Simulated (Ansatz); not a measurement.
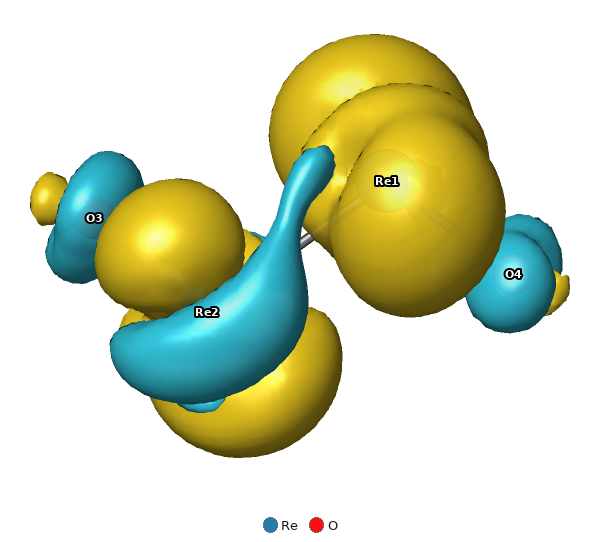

Figure. O2Re2 (charge +1, doublet). Isosurfaces of the spin density at +0.02 (yellow) and −0.02 e/Å³ (cyan), seen across its widest extent.

Geometry: PBE0-D4/def2-TZVP; ⟨S²⟩ = 0.93, above the pure value of 0.75; core potentials replace the inner electrons of Re.

Method: UKS PBE0-D4/def2-TZVP (Ansatz 0.2.0).

```xyz
4

Re   -0.4468   -0.6071    0.8824
Re    0.9562    0.3251   -0.5925
O     0.5642   -0.3768   -2.0409
O    -1.0736    0.6589    1.7510
```

> Which atoms carry the spin?

The unpaired spin (1 electron) lies mostly on Re1 (about 0.8) and Re2 (about 0.3), in electrons by Hirshfeld's partition.
